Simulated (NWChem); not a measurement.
# BrF (bromine fluoride): levels of theory compared

Aim: a comparison of 4 runs (HF/STO-3G, HF/aug-cc-pVDZ, B3LYP/6-31G*, CCSD(T)/def2-SVPD) of BrF (bromine fluoride). 

The calculation is run with NWChem 7.3.0.

5 further runs of the same task are left out: 3 that didn't finish, 2 set aside as unsound or not needed. Runs told in other sessions of the task aren't counted.

### 1 The molecule

BrF: 2 atoms, total charge 0, spin state singlet. SMILES: `FBr`. Geometry: relaxed at PBE0-D4/def2-TZVP.

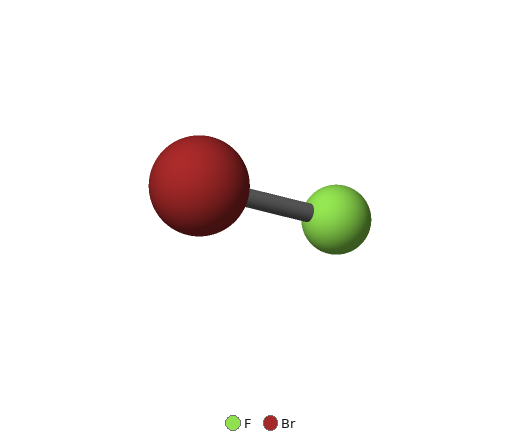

Viewed from a chosen angle; fluorine green, bromine red.

### 2 Energy and forces at HF/STO-3G (run 1)

The input, work.nw:

```
start work
title "BrF"
memory 2200 mb
charge 0

geometry units angstrom noautosym nocenter noautoz
   F      0.000000     0.000000     0.023210
   Br     0.000000     0.000000     1.776730
end

basis spherical bse
   * library STO-3G
end

scf
   thresh 1e-08
   maxiter 80
end

task scf gradient
```

Run with:

```console
$ nwchem work.nw > work.out
```

Log:

```text
[...]
  functions       =    23
[...]
  wavefunction    = RHF
[...]
         Total SCF energy =  -2642.635891941618
      One-electron energy =  -3888.788669217078
      Two-electron energy =   1151.092080257515
 Nuclear repulsion energy =     95.060697017944
        Time for solution =      0.4s
[...]
                         RHF ENERGY GRADIENTS
    atom               coordinates                        gradient
                 x          y          z           x          y          z
   1 F       0.000000   0.000000   0.043861   -0.000000   0.000000   0.015111
   2 Br      0.000000   0.000000   3.357533    0.000000  -0.000000  -0.015111
[...]
```

It took 1.2 s on 1 thread of Intel Xeon Platinum 8375C at 2.90GHz (Ice Lake), shared host; peak memory 0.099 GiB.

### 3 Energy and gradient at HF/aug-cc-pVDZ (run 2)

The input, run.py:

```python
from ase import Atoms
from ase.calculators.nwchem import NWChem

mol = Atoms(['F', 'Br'], positions=[
    [-0.000000, -0.000000, 0.023210],
    [0.000000, 0.000000, 1.776730],
])

calc = NWChem(
    label='nw',
    theory='scf',
    memory='2200 mb',
    basis='aug-cc-pVDZ',
    basispar='spherical bse',
    scf={'nopen': '0', 'rhf': None, 'thresh': '1e-08', 'maxiter': '80', 'print': 'low'},
)
mol.calc = calc

forces = mol.get_forces()
e = mol.get_potential_energy()
print(f"E = {e:.6f} eV")
print("forces (eV/A):")
for s, f in zip(mol.symbols, forces):
    print(f"{s:2s} {f[0]:10.5f} {f[1]:10.5f} {f[2]:10.5f}")
```

Run with:

```console
$ export ASE_NWCHEM_COMMAND="nwchem PREFIX.nwi > PREFIX.nwo"
$ python run.py
```

Log:

```text
E = -72702.467197 eV
forces (eV/A):
F    -0.00000   -0.00000    0.36114
Br    0.00000    0.00000   -0.36114
```

The calculator wrote nw.nwi:

```
title "nw"

permanent_dir nw

scratch_dir nw

start nw

geometry units angstrom nocenter noautosym noautoz
  F  -0.0000000000000000e+00 -0.0000000000000000e+00 2.3210000000000001e-02
  Br 0.0000000000000000e+00 0.0000000000000000e+00 1.7767299999999999e+00
end

memory 2200 mb

basis spherical bse noprint
   * library aug-cc-pVDZ
end

scf
  nopen 0
  rhf
  thresh 1e-08
  maxiter 80
  print low
end

task scf gradient
```

nw.nwo:

```text
Northwest Computational Chemistry Package (NWChem) 7.3.0
             --------------------------------------------------------

           Job information
           ---------------

    nwchem branch   = 7.3.0
    use scalapack   = T
    input           = nw.nwi
    prefix          = nw.
    data base       = nw/nw.db
    status          = startup
    nproc           =        1

           Memory information
           ------------------

[... 5 lines left out ...]
    hardfail = no
[... 78 lines left out ...]
       Final RHF  results
[... 3 lines left out ...]
      One-electron energy =  -3908.875905701753
[... 1 line left out ...]
 Nuclear repulsion energy =     95.060697017944
[... 1 line left out ...]
        Time for solution =     53.5s

                              NWChem Gradients Module
                              -----------------------

                         RHF ENERGY GRADIENTS

    atom               coordinates                        gradient
                 x          y          z           x          y          z
   1 F       0.000000   0.000000   0.043861    0.000000   0.000000  -0.007023
   2 Br      0.000000   0.000000   3.357533   -0.000000  -0.000000   0.007023

 Task  times  cpu:       74.4s     wall:       74.4s
 Total times  cpu:       74.4s     wall:       74.4s
```

Wall time 76 s (1 thread of Intel Xeon Platinum 8375C at 2.90GHz (Ice Lake), shared host); peak memory 0.1 GiB.

Run 3 isn't shown in full; the table further down has it.

### 4 A single-point energy at CCSD(T)/def2-SVPD (run 4)

The input, brf.nw:

```
start brf
memory stack 880 mb heap 220 mb global 1100 mb

geometry units angstroms noautosym nocenter noautoz
   F        0.000000       0.000000       0.023210
   Br       0.000000       0.000000       1.776730
end

basis spherical bse
   F library def2-SVPD
   Br library def2-SVPD
end

scf
   singlet
   rhf
   thresh 1e-08
   maxiter 80
   print medium
end

ccsd
   freeze core 10
   maxiter 60
end

task ccsd(t) energy
```

Run with:

```console
$ nwchem brf.nw > brf.out
```

Log:

```text
[...]
  functions       =    64
[...]
  wavefunction    = RHF
[...]
         Total SCF energy =  -2671.388248023202
      One-electron energy =  -3908.957049101100
      Two-electron energy =   1142.508104059954
 Nuclear repulsion energy =     95.060697017944
        Time for solution =      7.7s
[...]
 Total MP2 energy:          -2671.826766527950440
[...]
             energy      energy      error      ampl     ampl      Block
                                                time     time      time
[...]
 Total CCSD energy:          -2671.832110811621533
[...]
 Total CCSD+T(CCSD) energy:          -2671.844504920161398
[...]
 Total CCSD(T) energy:               -2671.843213084522176
[...]
```

It took 49 s on 1 thread of Intel Xeon Platinum 8375C at 2.90GHz (Ice Lake), shared host; peak memory 0.15 GiB.

### 5 All runs side by side

| run | level | iteration cap | module | energy (Eh) | HOMO energy (eV) | LUMO energy (eV) | HOMO–LUMO gap (eV) | wall time |
| --- | --- | --- | --- | --- | --- | --- | --- | --- |
| 1 | HF/STO-3G | 80 | scf | -2642.635892 | -9.06 | 7.49 | 16.55 | 1.2 s |
| 2 | HF/aug-cc-pVDZ | 80 | scf | -2671.766412 | – | – | – | 76 s |
| 3 | B3LYP/6-31G* (spherical functions) | 100 | dft | -2673.638641 | -8.29 | -3.29 | 5.00 | 9 s |
| 4 | CCSD(T)/def2-SVPD | 80 | ccsd(t) | -2671.843213 | -12.43 | 0.31 | 12.74 | 49 s |

### 6 Results

```
                                           quantity           value
                                run 4: total energy  -2671.84321 Eh
         run 4: HOMO energy (Hartree–Fock orbitals)       -12.43 eV
         run 4: LUMO energy (Hartree–Fock orbitals)         0.31 eV
       run 4: HOMO–LUMO gap (Hartree–Fock orbitals)        12.74 eV
run 4: correlation energy (10 core orbitals frozen)      -455.0 mEh
                              run 4: (T) correction      -11.10 mEh
```

In words: In run 1 the basis is minimal, so the values are rough. All runs together took 2.2 min, the longest 76 s.
